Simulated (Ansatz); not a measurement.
**CH3BO (SMILES B1CO1): functionals against CCSD(T) at one geometry**

Aim: energy, forces and dipole at a structure displaced at random from a GFN2-xTB minimum, from CCSD(T) and from density functionals.

The runs use Ansatz 0.2.0, Gaussian basis; single points in def2-TZVPP.

Cores are frozen in the correlated methods.

### 1 The starting structure

SMILES `B1CO1`, 6 atoms, charge 0, spin multiplicity 1.

Atoms are counted from 1 here; the program's logs count them from 0.

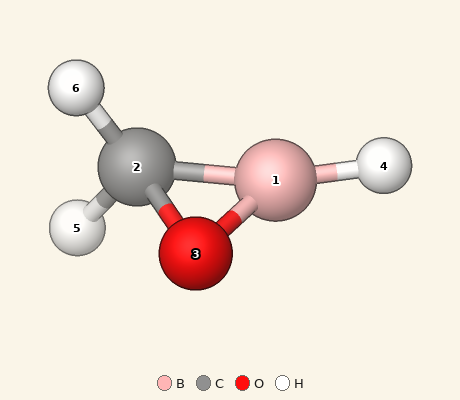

The starting geometry (boron pink, carbon grey, oxygen red, hydrogen white); atoms are numbered from 1 in the order of the file.

Coordinates:

```mol
CH3BO
  3D, bonds by distance, orders not assigned

  6  6  0  0  0  0  0  0  0  0999 V2000
   -0.6943   -0.4046   -0.3494 B   0  0
    0.5193    0.1275    0.3148 C   0  0
   -0.6389    0.9377   -0.0985 O   0  0
   -1.4298   -1.1486   -0.8385 H   0  0
    1.5342    0.4862   -0.2917 H   0  0
    0.7411    0.0565    1.4127 H   0  0
  1  2  8  0
  1  3  8  0
  1  4  8  0
  2  3  8  0
  2  5  8  0
  2  6  8  0
M  END
```

### 2 CCSD(T)/def2-TZVPP

File run/in.yaml:

```yaml
crystal:
  periodic: [false, false, false]
  atoms:
    - {symbol: B, position_ang: [-0.694300, -0.404600, -0.349400]}
    - {symbol: C, position_ang: [0.519300, 0.127500, 0.314800]}
    - {symbol: O, position_ang: [-0.638900, 0.937700, -0.098500]}
    - {symbol: H, position_ang: [-1.429800, -1.148600, -0.838500]}
    - {symbol: H, position_ang: [1.534200, 0.486200, -0.291700]}
    - {symbol: H, position_ang: [0.741100, 0.056500, 1.412700]}
basis:
  gaussian: {orbitals: def2-TZVPP}
correlation: {method: ccsd_t}
output: {forces: true}
```

No record of the launch command was kept for these runs.

### 3 PBE0-D4/def2-TZVPP

Edit run/in.yaml of step 2 so:

```diff
@@ -11,3 +11,3 @@
   gaussian: {orbitals: def2-TZVPP}
-correlation: {method: ccsd_t}
-output: {forces: true}
+hamiltonian: {xc: pbe0, dispersion: d4}
+output: {forces: true, orbitals: {seedname: orbitals}}
```

### 4 wB97M-V/def2-TZVPP

Edit run/in.yaml of step 3 so:

```diff
@@ -11,3 +11,3 @@
   gaussian: {orbitals: def2-TZVPP}
-hamiltonian: {xc: pbe0, dispersion: d4}
-output: {forces: true, orbitals: {seedname: orbitals}}
+hamiltonian: {xc: {name: wB97M-V}}
+output: {forces: true}
```

### 5 r2SCAN-D4/def2-TZVPP

Edit run/in.yaml of step 4 so:

```diff
@@ -11,3 +11,3 @@
   gaussian: {orbitals: def2-TZVPP}
-hamiltonian: {xc: {name: wB97M-V}}
+hamiltonian: {xc: r2scan, dispersion: d4}
 output: {forces: true}
```

### 6 PBE-D4/def2-TZVPP

Edit run/in.yaml of step 5 so:

```diff
@@ -11,3 +11,3 @@
   gaussian: {orbitals: def2-TZVPP}
-hamiltonian: {xc: r2scan, dispersion: d4}
+hamiltonian: {xc: pbe, dispersion: d4}
 output: {forces: true}
```

### 7 r2SCANh-D4/def2-TZVPP

Edit run/in.yaml of step 6 so:

```diff
@@ -11,3 +11,3 @@
   gaussian: {orbitals: def2-TZVPP}
-hamiltonian: {xc: pbe, dispersion: d4}
+hamiltonian: {xc: {name: r2SCANh}, dispersion: d4}
 output: {forces: true}
```

### 8 HSE06-D4/def2-TZVPP

Edit run/in.yaml of step 7 so:

```diff
@@ -11,3 +11,3 @@
   gaussian: {orbitals: def2-TZVPP}
-hamiltonian: {xc: {name: r2SCANh}, dispersion: d4}
+hamiltonian: {xc: hse06, dispersion: d4}
 output: {forces: true}
```

(Steps that only read results are left out.)

Q: Predict the outcome of this session. Wanted: energy less free atoms, CCSD(T)/def2-TZVPP; RMS force component; RMS force error; HOMO and LUMO, PBE0-D4; T1 diagnostic.

The runs gave:

```
                                  quantity                                                                                               value
energy less free atoms, CCSD(T)/def2-TZVPP                                                                                      -2265.2 kJ/mol
                       RMS force component                                                                1.290 to 1.426 eV/Å over the methods
                           RMS force error  PBE0-D4 0.300, wB97M-V 0.207, r2SCAN-D4 0.176, PBE-D4 0.192, r2SCANh-D4 0.235, HSE06-D4 0.297 eV/Å
                    HOMO and LUMO, PBE0-D4                                                                                  -8.47 and -0.67 eV
                             T1 diagnostic                                                                                               0.017
```

**Reading.** Against CCSD(T) the functionals' energies less atoms differ by -149.8 to -68.8 kJ/mol, PBE-D4 by -149.8 kJ/mol. The reference is not at the basis limit: in triple zeta CCSD(T) underbinds, which counts against methods that bind more; the gaps are no ranking. The forces of r2SCAN-D4 come nearest to CCSD(T), those of PBE0-D4 are farthest. Frozen-core CCSD(T) forces in triple zeta carry basis errors of their own, and this is one geometry, so small gaps rank nothing.
